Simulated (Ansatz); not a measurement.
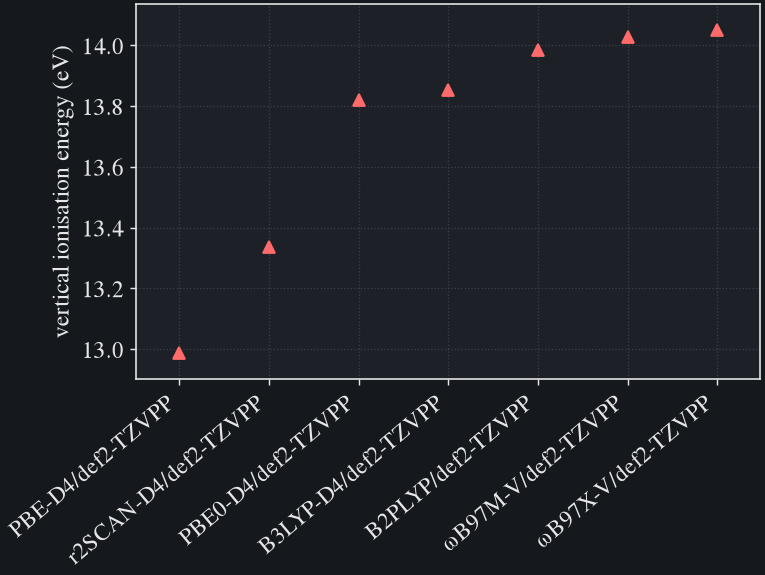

Vertical ionisation energy of C₂F₆, SMILES FC(F)(F)C(F)(F)F, taken as the energy of the cation less that of the neutral at fixed geometry (unrestricted doublet cation, cores frozen in correlated methods, no spin-orbit coupling), the Ansatz code, at a PBE0-D4/def2-TZVP geometry (a minimum by its frequencies).

> What range do the values span?

From 12.99 eV (PBE-D4/def2-TZVPP) to 14.05 eV (ωB97X-V/def2-TZVPP).

> Give the values.

```
               level     eV
   PBE-D4/def2-TZVPP  12.99
r2SCAN-D4/def2-TZVPP  13.34
  PBE0-D4/def2-TZVPP  13.82
 B3LYP-D4/def2-TZVPP  13.85
   B2PLYP/def2-TZVPP  13.98
  ωB97M-V/def2-TZVPP  14.03
  ωB97X-V/def2-TZVPP  14.05
```
